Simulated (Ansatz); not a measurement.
Relaxed Yb (fcc, Cu type):

```yaml
crystal:
  lattice:
    - [5.20151, 0.00000, 0.00000]
    - [0.00000, 5.20151, 0.00000]
    - [0.00000, 0.00000, 5.20151]
  atoms:
    - { symbol: Yb, position: [0.00000, 0.00000, 0.00000] }
    - { symbol: Yb, position: [0.50000, 0.50000, 0.00000] }
    - { symbol: Yb, position: [0.50000, 0.00000, 0.50000] }
    - { symbol: Yb, position: [0.00000, 0.50000, 0.50000] }
```

In each cell atom 1 (Yb, nearest neighbour Yb at 3.678 Å; its periodic images, 5.2 Å or more away, move with it) moves by s·(-0.707, -0.707, 0.000) (towards the nearest neighbour), the rest being held.

Calculation: r2SCAN (plane waves to 500 eV, PAW, scalar-relativistic; Ansatz, a first-principles code). k mesh 7×7×7 (Γ-centred), Fermi-Dirac smearing 0.05 eV. The energy includes the smearing's −TS. Left out: 4 of 11 points, with atoms too close for the PAW data. With partly filled bands, energies and forces of such displacements shift with the k mesh and the smearing. The relaxed volume of Yb is well below the measured one. Yb is run without spin polarisation. Yb was relaxed with its symmetry unable to fall. The filling of the f shell was not checked against other fillings, so treat energies with care. The zero of ΔE is the undisplaced structure.

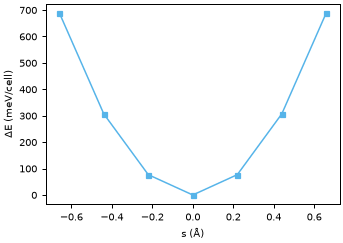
*ΔE (meV/cell) against s (Å); computed points joined by lines.*

The force constant k = d²E/ds² at s = 0 (finite differences) comes out as 3.18 eV/Å² and the force along the line at s = -0.660 Å comes out as 2.09 eV/Å. Symmetry of the curve: even: the same for both signs. Harmonic estimate at the end of the scan: ½ks² = 692 meV/cell against the computed 690 meV/cell, so the well is close to harmonic there. Shape of the curve: a single well with its minimum at or next to zero displacement.

The forces along the line at the two nearest points give (0.699 − (-0.699)) / (2·0.220) = 3.18 eV/Å²; the next pair corrects for the finite step.

(A displaced cell: forces are minus the slopes of the energy, force constants its curvatures, and phonons follow from these.)
